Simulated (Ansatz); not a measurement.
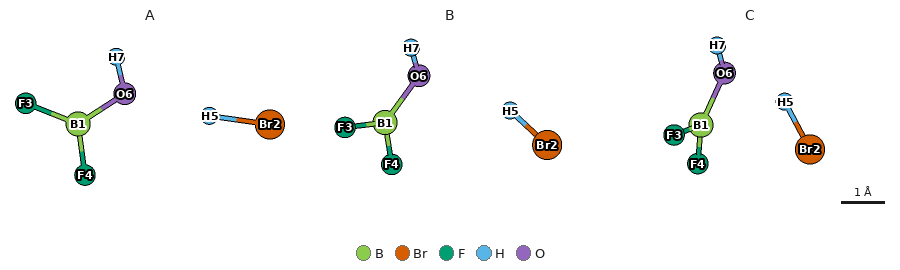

3 geometries from one relaxation of BH₂OBrF₂ (started from a transition state, displaced along its imaginary mode), in shuffled order. The picture is a ball-and-stick view, seen at a tilt.

All numbers below come from RKS PBE0-D4/def2-TZVP in Ansatz 0.2.0. Set-up: force threshold 0.005 eV/Å; at most 200 steps.

### Put them in the order of the run, from the start to the converged end.

C, B, A. They are steps 0, 10, 40, at +13.7 kcal/mol, +0.77 kcal/mol relative to the last. The largest move after the best rigid fit is that of F3, 1.69 Å. Largest moves by element: F 1.69 Å, Br 1.58 Å, O 0.80 Å, H 0.67 Å, B 0.53 Å. Near-neighbour distances that change, for instance: B1–Br2 2.708 → 4.490 Å, Br2–O6 2.854 → 3.468 Å, Br2–H5 1.381 → 1.429 Å, B1–F4 1.326 → 1.314 Å. After 32 accepted moves (40 points after the start) the energy has fallen by 13.7 kcal/mol. Largest force component: 2.2 eV/Å at the start, 0.0031 eV/Å at the end. The line search rejected the trial steps at points 3, 7, 14, 17, 25, 27, 28, 31 of the run. The run took 96 s on 4 threads of Arm Neoverse V2, on a shared host.
